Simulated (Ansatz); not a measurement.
# VOCl (Pmmn): Hubbard U and Hund's J by constrained RPA, part 2 of 2

Aim: U, U′ and J for the V d shell of VOCl (Pmmn).

Ansatz 0.2.0; non-magnetic LDA, then constrained RPA, plane waves, PAW.

So far. Step 3 (Constrained RPA: V d, bands v2 to c8, 6×4×2 mesh …): On the V d shell, screening brings the on-site interaction from 16.5 eV down to U = 4.20 eV.

### 3. Constrained RPA: V d, bands v2 to c8, 6×4×2 mesh, medium accuracy (continued)

Level of this step: constrained RPA on LDA, plane waves, PAW (Ansatz).

Kanamori averages over each shell's functions. Crpa shells, by row:

```csv
site,element,shell,orbitals,U (eV),U' (eV),J (eV),bare V (eV),bare V' (eV),bare J (eV),bound on U (eV)
1,V,3D,5,4.205,3.351,0.4198,16.46,15.34,0.5474,0.006248
2,V,3D,5,4.205,3.351,0.4198,16.46,15.34,0.5474,0.006248
```

Density-density elements U_iijj, eV. U matrix, by row:

```csv
orbital,V1 dz2,V1 dxz,V1 dyz,V1 dx2-y2,V1 dxy,V2 dz2,V2 dxz,V2 dyz,V2 dx2-y2,V2 dxy
V1 dz2,4.208,3.411,3.569,3.205,3.246,0.607,0.618,0.602,0.603,0.608
V1 dxz,3.411,3.947,3.244,3.2,3.24,0.618,0.631,0.614,0.614,0.62
V1 dyz,3.569,3.244,4.363,3.335,3.408,0.602,0.614,0.598,0.599,0.604
V1 dx2-y2,3.205,3.2,3.335,4.178,3.651,0.603,0.614,0.599,0.599,0.604
V1 dxy,3.246,3.24,3.408,3.651,4.328,0.608,0.62,0.604,0.604,0.61
V2 dz2,0.607,0.618,0.602,0.603,0.608,4.208,3.411,3.569,3.205,3.246
V2 dxz,0.618,0.631,0.614,0.614,0.62,3.411,3.947,3.244,3.2,3.24
V2 dyz,0.602,0.614,0.598,0.599,0.604,3.569,3.244,4.363,3.335,3.408
V2 dx2-y2,0.603,0.614,0.599,0.599,0.604,3.205,3.2,3.335,4.178,3.651
V2 dxy,0.608,0.62,0.604,0.604,0.61,3.246,3.24,3.408,3.651,4.328
```

Exchange elements U_ijji, eV. J matrix, by row:

```csv
orbital,V1 dz2,V1 dxz,V1 dyz,V1 dx2-y2,V1 dxy,V2 dz2,V2 dxz,V2 dyz,V2 dx2-y2,V2 dxy
V1 dz2,-,0.329,0.356,0.51,0.509,0,0,0,0,0
V1 dxz,0.329,-,0.428,0.43,0.42,0,0,0,0,0
V1 dyz,0.356,0.428,-,0.448,0.475,0,0,0,0,0
V1 dx2-y2,0.51,0.43,0.448,-,0.293,0,0,0,0,0
V1 dxy,0.509,0.42,0.475,0.293,-,0,0,0,0,0
V2 dz2,0,0,0,0,0,-,0.329,0.356,0.51,0.509
V2 dxz,0,0,0,0,0,0.329,-,0.428,0.43,0.42
V2 dyz,0,0,0,0,0,0.356,0.428,-,0.448,0.475
V2 dx2-y2,0,0,0,0,0,0.51,0.43,0.448,-,0.293
V2 dxy,0,0,0,0,0,0.509,0.42,0.475,0.293,-
```

Projected local orbitals of the target window. Electronic bands along the path, in eV, zero at the Fermi level; # counts the bands kept:

```csv
point,#1,#2,#3,#4,#5,#6
Γ,-0.83,-0.35,-0.32,0.11,0.91,1.24
X,-0.05,-0.05,0.18,0.18,0.59,0.59
S,-0.15,-0.15,0.17,0.17,0.65,0.65
Y,-0.51,-0.51,0.32,0.32,0.56,0.56
Γ,-0.83,-0.35,-0.32,0.11,0.91,1.24
Z,-0.83,-0.33,-0.30,0.11,0.84,1.31
U,-0.05,-0.05,0.17,0.17,0.60,0.60
R,-0.18,-0.18,0.20,0.20,0.60,0.60
T,-0.53,-0.53,0.31,0.31,0.50,0.50
Z,-0.83,-0.33,-0.30,0.11,0.84,1.31
jump to X,-0.05,-0.05,0.18,0.18,0.59,0.59
U,-0.05,-0.05,0.17,0.17,0.60,0.60
jump to Y,-0.51,-0.51,0.32,0.32,0.56,0.56
T,-0.53,-0.53,0.31,0.31,0.50,0.50
jump to S,-0.15,-0.15,0.17,0.17,0.65,0.65
R,-0.18,-0.18,0.20,0.20,0.60,0.60
```

The same for Kohn-Sham, solved directly:

```csv
point,#1,#2,#3,#4,#5,#6
Γ,-0.83,-0.35,-0.32,0.11,0.91,1.24
X,-0.05,-0.05,0.18,0.18,0.59,0.59
S,-0.15,-0.15,0.17,0.17,0.65,0.65
Y,-0.51,-0.51,0.32,0.32,0.56,0.56
Γ,-0.83,-0.35,-0.32,0.11,0.91,1.24
Z,-0.83,-0.33,-0.30,0.11,0.84,1.31
U,-0.05,-0.05,0.17,0.17,0.60,0.60
R,-0.18,-0.18,0.20,0.20,0.60,0.60
T,-0.53,-0.53,0.31,0.31,0.50,0.50
Z,-0.83,-0.33,-0.30,0.11,0.84,1.31
X,-0.05,-0.05,0.18,0.18,0.59,0.59
U,-0.05,-0.05,0.17,0.17,0.60,0.60
Y,-0.51,-0.51,0.32,0.32,0.56,0.56
T,-0.53,-0.53,0.31,0.31,0.50,0.50
```

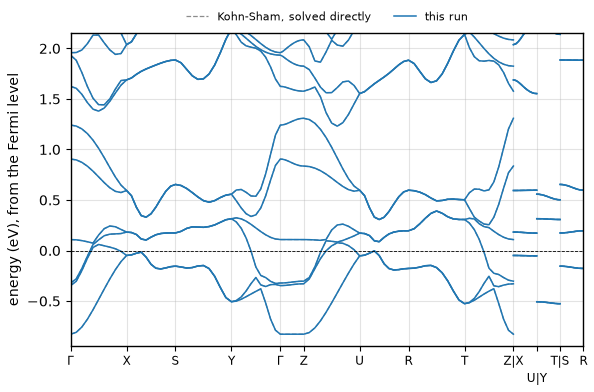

Electronic bands along the path; dashed: Kohn-Sham, solved directly.

Onsite levels, by row:

```csv
orbital,level less Fermi level (eV)
V1 dz2,0.7725
V1 dxz,1.728
V1 dyz,0.1652
V1 dx2-y2,1.474
V1 dxy,0.4761
V2 dz2,0.7725
V2 dxz,1.728
V2 dyz,0.1652
V2 dx2-y2,1.474
V2 dxy,0.4761
```

Largest distinct elements between sites. Hoppings, by row:

```csv
from,to,cell,distance (Å),t (eV)
V1 dx2-y2,V1 dxy,0 1 0,3.78,-0.2852
V1 dx2-y2,V1 dx2-y2,1 0 0,3.3,-0.2491
V2 dyz,V2 dyz,0 1 0,3.78,-0.1882
V1 dz2,V1 dxy,0 -1 0,3.78,0.1824
V1 dxy,V1 dxy,0 1 0,3.78,0.1613
V1 dxz,V2 dyz,0 0 -1,3.097,-0.1575
V1 dz2,V1 dz2,0 -1 0,3.78,-0.1464
V1 dxy,V1 dxy,-1 0 0,3.3,0.1296
V1 dx2-y2,V1 dxz,-1 0 0,3.3,0.126
V1 dz2,V1 dx2-y2,0 1 0,3.78,-0.1094
V2 dz2,V2 dx2-y2,1 0 0,3.3,0.1066
V1 dz2,V2 dz2,-1 0 -1,3.097,0.1053
```

### 4. Results

| Quantity | Value |
| --- | --- |
| V d | U 4.20 eV, U′ 3.35 eV, J 0.42 eV, bare V 16.5 eV |
| method | constrained RPA on non-magnetic LDA, 6×4×2 mesh, static; search for lower states off |

For V d, screening cuts the on-site interaction from 16.46 eV to 4.20 eV (26 %), while J goes only from 0.55 eV to 0.42 eV: the monopole is screened far more than the multipoles. U − 2J differs from U′ by +0.01 eV, so the Kanamori relation holds well. U is 1.2 times the width of the target bands. The parent state is non-magnetic and the interaction static (zero frequency); U depends on the window and the orbitals, so it belongs to this model alone. The bands cross the Fermi level under this constraint, which need not be the crystal's state: magnetic order, correlation or a lattice distortion may open a gap.

[Paths, hosts, dates, memory and timing lines, banners, echoed tables and standing remarks are left out of the program output.]

[Logs are printed without paths, hosts, clocks, repeated set-up lines and the standing remarks that a program may print on its own settings, such as how far it seeks lower states.]

[Runs of the session that timed out or met a known fault of the program may be left out.]

[Hosts, paths, dates, database ids (printed as entryN), source tags and the programs' standing remarks are cut or masked in the printed files.]
